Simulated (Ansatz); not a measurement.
**C₂H₆SiZn: a ladder of functionals and wavefunction methods**

How much do the methods differ for C₂H₆SiZn? The plan is to run it at one geometry with functionals of several rungs and with coupled cluster. The yardstick is the atomisation energy at the CCSD(T) limit.

Computed with Ansatz 0.2.0, Gaussian basis. Level: functionals in def2-TZVPP, the program's frozen cores in correlated methods.

Levels to be run: PBE-D4, r2SCAN-D4, PBE0-D4, B3LYP-D4, ωB97X-V, ωB97M-V, B2PLYP; CCSD(T)/def2-TZVPP; MP2/def2-QZVPP; extrapolation to the limit.

## Step 1: Structure used throughout

An earlier PBE0-D4 in a triple-zeta def2 set relaxation fixed the geometry.

SMILES `C1[CH2][Zn][SiH2]1`, 10 atoms, charge 0, spin multiplicity 1.

Atoms are counted from 1 here; the program's logs count them from 0.

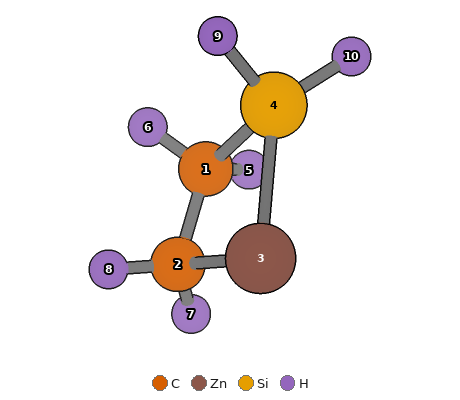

The structure; carbon orange, zinc brown, silicon amber, hydrogen purple; atoms are numbered from 1 in the order of the file.

## Step 2: PBE-D4 (GGA)

The input, in.yaml:

```yaml
crystal:
  periodic: [false, false, false]
  atoms:
    - {symbol: C, position_ang: [-0.461614, 0.224907, -0.325237]}
    - {symbol: C, position_ang: [-0.735041, -1.257143, -0.028957]}
    - {symbol: Zn, position_ang: [1.198977, -1.472051, 0.536559]}
    - {symbol: Si, position_ang: [1.252278, 0.899780, 0.333540]}
    - {symbol: H, position_ang: [-0.440181, 0.401177, -1.404566]}
    - {symbol: H, position_ang: [-1.234266, 0.871454, 0.106456]}
    - {symbol: H, position_ang: [-1.092811, -1.826829, -0.883745]}
    - {symbol: H, position_ang: [-1.404748, -1.411159, 0.817159]}
    - {symbol: H, position_ang: [1.063662, 1.766954, 1.536729]}
    - {symbol: H, position_ang: [1.936745, 1.751811, -0.684940]}
basis:
  gaussian: {orbitals: def2-TZVPP}
hamiltonian: {xc: pbe, dispersion: d4}
output: {forces: true, orbitals: {seedname: orbitals}}
```

Launch:

```console
ansatz run in.yaml --threads 4 --pin off --events-out ev --progress --plain --max-ram 10444MiB
```

The runs that follow: r2SCAN-D4 (meta-GGA); PBE0-D4 (hybrid); B3LYP-D4 (hybrid); ωB97X-V (range-separated); ωB97M-V (range-separated); B2PLYP (double hybrid); CCSD(T) in def2-TZVPP; MP2 in def2-QZVPP.

**Question.** What will the summary of the whole plan be? Wanted: atomisation energy, CCSD(T)/CBS; farthest; mean size of error, hybrid; mean size of error, range-separated; gap, smallest and largest; T1 diagnostic; triples share of the correlation energy.

The runs gave:

```
                               quantity                                value
        atomisation energy, CCSD(T)/CBS                            32.795 eV
    functionals within 0.164 eV (0.5 %)                    B3LYP-D4, ωB97M-V
                               farthest                   PBE-D4 (+0.584 eV)
             mean size of error, hybrid                             0.169 eV
    mean size of error, range-separated                             0.124 eV
              gap, smallest and largest  2.54 eV (PBE-D4), 8.09 eV (ωB97X-V)
                          T1 diagnostic                               0.0167
triples share of the correlation energy                                3.9 %
```

In words: PBE-D4 misses by +0.584 eV. Double hybrids carry the basis error of their MP2 part in triple zeta, and no dispersion term here, so their miss is partly the set-up's. The reference freezes the cores and leaves out relativity and excitations past (T), so misses under about 0.164 eV can't be ranked. Hartree-Fock recovers 73 % of the binding; the rest is correlation. Orbital gaps span 2.5 to 8.1 eV; exact exchange widens them. For Zn the d shell is correlated and the shells below it are frozen.
